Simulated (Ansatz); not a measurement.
**CH4BO: rigid scan of one bond length from a Python script**

Wanted for CH4BO: a rigid scan of one bond length.

All numbers are computed with the Python package of Ansatz 0.2.0. Level of theory: PBE/def2-SVP.

## Step 1: The structure

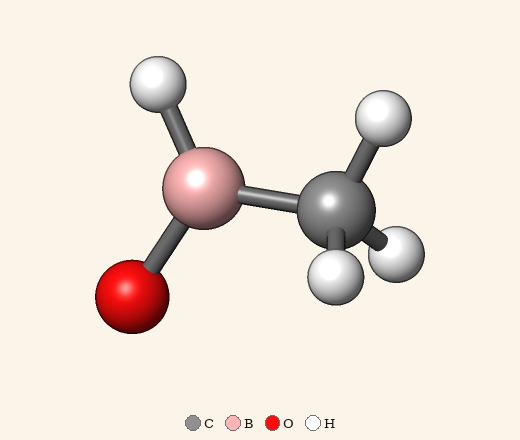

The starting structure, viewed from a chosen angle; carbon grey, boron pink, oxygen red, hydrogen white.

No structure file is read: the coordinates are typed or built in the script.

## Step 2: Script

Contents of scan.py:

```python
# -*- coding: utf-8 -*-
import ansatz as az
from ase import Atoms
import numpy as np

BASIS = "def2-SVP"
XC = "PBE"


def main():
    atoms = Atoms(["C", "B", "O", "H", "H", "H", "H"], positions=[
        (-0.538, 0.3295, -0.1495),
        (0.6961, -0.4533, 0.2633),
        (1.3818, -1.2497, -0.7392),
        (-1.285, -0.3087, -0.5556),
        (-0.3118, 1.0983, -0.9677),
        (-0.9903, 0.9322, 0.7174),
        (1.1085, -0.4162, 1.3856),
    ])
    mol = az.Crystal.molecule_from_ase(atoms)

    symbols = [site.symbol for site in mol.cartesian_sites]
    start = np.array([site.position_ang for site in mol.cartesian_sites])
    axis = (start[2] - start[1]) / np.linalg.norm(start[2] - start[1])
    moving = [2]
    lengths, energies = [1.278, 1.336, 1.394, 1.452, 1.51, 1.569, 1.627, 1.714], []
    for length in lengths:
        xyz = start.copy()
        xyz[moving] += (length - np.linalg.norm(start[2] - start[1])) * axis
        point = az.Crystal.molecule()
        for symbol, place in zip(symbols, xyz):
            point = point.atom(symbol, place.tolist())
        calculation = point.calculation().basis(gaussian=BASIS).functional(XC).spin("collinear", total=1)
        data = calculation.run().report
        energies.append(data["free_energy_ev"])
        print(f"r = {length:6.3f} A  E = {energies[-1]:.5f} eV  <S^2> = {abs(data['mean_field']['state']['spin_squared']):.3f}")

    fit = np.polynomial.Polynomial.fit(lengths, np.array(energies) - min(energies), 4).convert()
    roots = [r.real for r in fit.deriv().roots() if abs(r.imag) < 1e-9 and fit.deriv(2)(r.real) > 0]
    r_e = min(roots, key=lambda r: abs(r - lengths[int(np.argmin(energies))]))
    print(f"minimum of the fit at {r_e:.4f} A, force constant {fit.deriv(2)(r_e):.2f} eV/A^2")


if __name__ == "__main__":
    main()
```

## Step 3: The run

Launch:

```bash
> python scan.py
```

The program printed:

```text
r =  1.278 A  E = -3817.17685 eV  <S^2> = 0.754
r =  1.336 A  E = -3817.15135 eV  <S^2> = 0.754
r =  1.394 A  E = -3816.99830 eV  <S^2> = 0.754
r =  1.452 A  E = -3816.76270 eV  <S^2> = 0.754
r =  1.510 A  E = -3816.47613 eV  <S^2> = 0.755
r =  1.569 A  E = -3816.15482 eV  <S^2> = 0.755
r =  1.627 A  E = -3815.82470 eV  <S^2> = 0.756
r =  1.714 A  E = -3815.32361 eV  <S^2> = 0.756
minimum of the fit at 1.2960 A, force constant 46.52 eV/A^2
```

It took 14 s on 1 thread of Arm Neoverse V2, shared host; peak memory 0.2 GiB.

## Step 4: The engine's runs

One row for each of the 8 runs:

| run | distance (Å) | energy from run 1 (eV) | <S²> | SCF cycles | CPU time (s) |
| --- | --- | --- | --- | --- | --- |
| 1 | 1.28 | 0.0000 | 0.75 | 17 | 1.3 |
| 2 | 1.34 | 0.0255 | 0.75 | 17 | 1.4 |
| 3 | 1.39 | 0.1786 | 0.75 | 17 | 1.3 |
| 4 | 1.45 | 0.4142 | 0.75 | 19 | 1.4 |
| 5 | 1.51 | 0.7007 | 0.75 | 23 | 1.5 |
| 6 | 1.57 | 1.0220 | 0.76 | 26 | 1.9 |
| 7 | 1.63 | 1.3522 | 0.76 | 29 | 2 |
| 8 | 1.71 | 1.8532 | 0.76 | 31 | 2.2 |

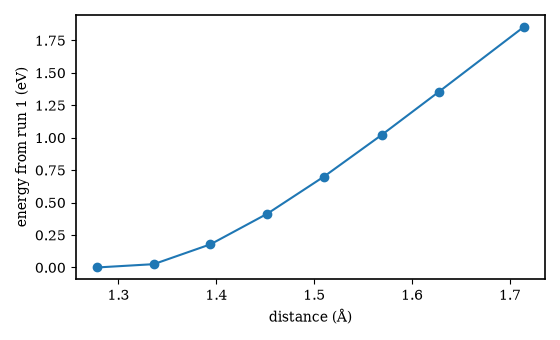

Energy against distance; lines join the points.

## Step 5: What came out

| quantity | value |
| --- | --- |
| bond length at the fit's minimum | 1.2960 Å |
| runs compared | 8 |
| range of energy | 1.853 eV |
| lowest point, distance (Å) | 1.28 |

**Reading.** The lowest point is at the first value of the scan; the highest lies 1.853 eV above it. The distance scanned is the script's pair 1, 2. Notes:
- The rest of the molecule is held rigid at a force-field or estimated start geometry, and the basis set is modest; single-reference methods fail as a bond breaks.
- The species is open-shell (spin multiplicity 2).
